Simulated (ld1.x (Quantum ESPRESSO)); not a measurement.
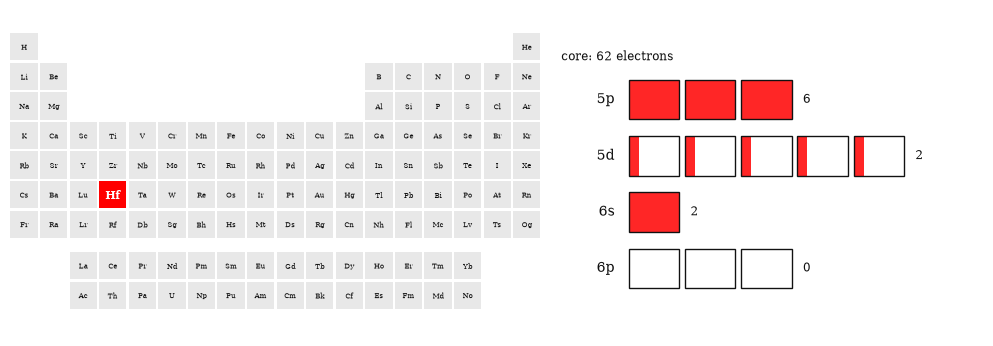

Fig. 1: Left, the place of hafnium in the periodic table; right, the valence shells of the reference configuration: a box for each of the 2l + 1 orbitals, shaded by the share of the shell that is filled, with the electron count at the right.

## Pseudopotential generation, with input and output: Hf

System: hafnium (Hf, Z = 72), core [Kr] 4d10 4f14 5s2, reference valence 5p6 5d2 6s2 6p0, valence charge 10.
Method: RRKJ potential, PBE, scalar-relativistic, made with ld1.x (Quantum ESPRESSO) 7.5.

**Input**
```
 &input
   title='Hf', zed=72., rel=1, dft='PBE', iswitch=3,
   config='[Xe] 4f14 5d2 5f-2 6s2 6p0',
   nld=4, rlderiv=3.35, eminld=-5.0, emaxld=5.0, deld=0.02
 /
 &inputp
   pseudotype=2, tm=.false., rho0=0.01, lloc=2,
   nlcc=.true., new_core_ps=.true.,
   file_pseudopw='Hf.UPF', file_wfcaegen='ae.wfc', file_wfcncgen='nc.wfc', file_beta='beta', file_chi='chi'
 /
4
6S  1  0   2.00   0.00  3.10  3.10  0.0
5P  2  1   6.00   0.00  1.25  1.25  0.0
5F  4  3  -2.00   0.10  2.50  2.50  0.0
5D  3  2   2.00   0.00  2.15  2.15  0.0
 &test
   configts(1)='5p6 5d2 6s2 6p0'
 /
```

Hardware: 1 CPU thread, shared host.

Command:
```bash
ld1.x < Hf.in > Hf.out
```

**Log**
```
     Program LD1 v.7.5
     --------------------------- All-electron run ----------------------------

     Hf
     scalar relativistic calculation

     atomic number is 72.00
     dft =PBE   lsd =0 sic =0 latt =0  beta=0.20 tr2=1.0E-14
     Exchange-correlation= PBE
                           (   1   4   3   4   0   0   0)
     mesh =1271 r(mesh) =  99.31870 a.u. xmin = -7.00 dx = 0.01250
     1 Ry =  13.60569312 eV, c = 137.03599908

     n l     nl                  e(Ry)          e(Ha)          e(eV)
     1 0     1S 1( 2.00)     -4798.6110     -2399.3055    -65288.4286
     2 0     2S 1( 2.00)      -820.6457      -410.3228    -11165.4529
     2 1     2P 1( 6.00)      -720.5158      -360.2579     -9803.1172
     3 0     3S 1( 2.00)      -186.9869       -93.4935     -2544.0869
     3 1     3P 1( 6.00)      -157.0786       -78.5393     -2137.1631
     4 0     4S 1( 2.00)       -37.6716       -18.8358      -512.5485
     4 1     4P 1( 6.00)       -27.8617       -13.9309      -379.0778
     3 2     3D 1(10.00)      -121.7032       -60.8516     -1655.8558
     5 0     5S 1( 2.00)        -4.9256        -2.4628       -67.0155
     5 1     5P 1( 6.00)        -2.6146        -1.3073       -35.5735
     4 2     4D 1(10.00)       -15.1900        -7.5950      -206.6705
     4 3     4F 1(14.00)        -1.2373        -0.6187       -16.8347
     5 2     5D 1( 2.00)        -0.1976        -0.0988        -2.6887
     6 0     6S 1( 2.00)        -0.3754        -0.1877        -5.1082
     6 1     6P 1( 0.00)        -0.1026        -0.0513        -1.3962

     final scf error:  9.5E-15 reached in  28 iterations

     Etot =  -30156.442974 Ry,  -15078.221487 Ha, -410299.308785 eV

     Ekin =   33046.727666 Ry,   16523.363833 Ha,  449623.635342 eV
     Encl =  -74400.522534 Ry,  -37200.261267 Ha,-1012270.677782 eV
     Eh   =   11812.508265 Ry,    5906.254132 Ha,  160717.362466 eV
     Exc  =    -615.156371 Ry,    -307.578186 Ha,   -8369.628810 eV

     normalization and overlap integrals

     s(1S/1S) =  1.000000  <r> =   0.0190  <r2> =    0.0005  r(max) =   0.0120
     s(2S/2S) =  1.000000  <r> =   0.0804  <r2> =    0.0076  r(max) =   0.0679
     s(2P/2P) =  1.000000  <r> =   0.0717  <r2> =    0.0063  r(max) =   0.0556
     s(3S/3S) =  1.000000  <r> =   0.2086  <r2> =    0.0498  r(max) =   0.1917
     s(3P/3P) =  1.000000  <r> =   0.2085  <r2> =    0.0504  r(max) =   0.1893
     s(4S/4S) =  1.000000  <r> =   0.4682  <r2> =    0.2475  r(max) =   0.4375
     s(4P/4P) =  1.000000  <r> =   0.4976  <r2> =    0.2818  r(max) =   0.4599
     s(3D/3D) =  1.000000  <r> =   0.1890  <r2> =    0.0419  r(max) =   0.1550
     s(5S/5S) =  1.000000  <r> =   1.1348  <r2> =    1.4495  r(max) =   1.0109
     s(5P/5P) =  1.000000  <r> =   1.3423  <r2> =    2.0507  r(max) =   1.1599
     s(4D/4D) =  1.000000  <r> =   0.5352  <r2> =    0.3323  r(max) =   0.4716
     s(4F/4F) =  1.000000  <r> =   0.6773  <r2> =    0.5953  r(max) =   0.4542
     s(5D/5D) =  1.000000  <r> =   2.5139  <r2> =    7.9530  r(max) =   1.6876
     s(6S/6S) =  1.000000  <r> =   3.4500  <r2> =   13.5887  r(max) =   2.8888
     s(6P/6P) =  1.000000  <r> =   5.1293  <r2> =   30.7367  r(max) =   4.0484

     ------------------------ End of All-electron run ------------------------

     --------------------- Generating NC pseudopotential ---------------------

      Generating local pot.: lloc=2, matching radius rcloc =   2.1500

      Computing core charge for nlcc:

       r > 1.00 : true rho core
      Core charge pseudized with two Bessel functions
      Integrated core pseudo-charge :  22.30

      Wfc   6S  rcut= 3.075  Estimated cut-off energy=        4.80 Ry
      Using 4 Bessel functions for this wfc, rho(0) = 0.010
      This function has    0 nodes for 0 < r <    3.075

      Wfc   5P  rcut= 1.250  Estimated cut-off energy=      112.06 Ry
     l=   1 Node at 0.31218288
      This function has    1 nodes for 0 < r <    1.250

 %%%%%%%%%%%%%%%%%%%%%%%%%%%%%%%%%%%%%%%%%%%%%%%%%%%%%%%%%%%%%%%%%%%%%%%%%%%%%%
     Error in routine compute_phi (1):
     phi has nodes before r_c
 %%%%%%%%%%%%%%%%%%%%%%%%%%%%%%%%%%%%%%%%%%%%%%%%%%%%%%%%%%%%%%%%%%%%%%%%%%%%%%

     stopping ...
```

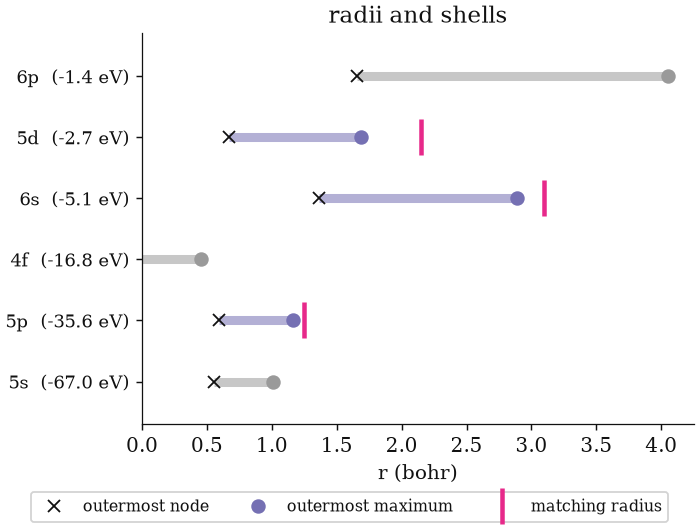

Fig. 2: Outer shells of the all-electron reference atom: each bar runs from the outermost node (or the nucleus) to the outermost maximum of u(r); the tick is the radius chosen for the pseudo-wave. Shells without a tick have no pseudo-wave of their own. Levels, nodes and maxima are from ld1.x, scalar-relativistic.

- Radii against the shells: 5p: 1.25 bohr, outside the maximum; 6s: 3.10 bohr, outside the maximum; 5d: 2.15 bohr, outside the maximum.

**Outcome**

```tsv
quantity	value
outcome	ended with an error
```

**What went wrong**

The generator stopped with the message “compute_phi: phi has nodes before r_c”. In words: the RRKJ expansion in Bessel functions gave a pseudo-wave with a node inside its radius.
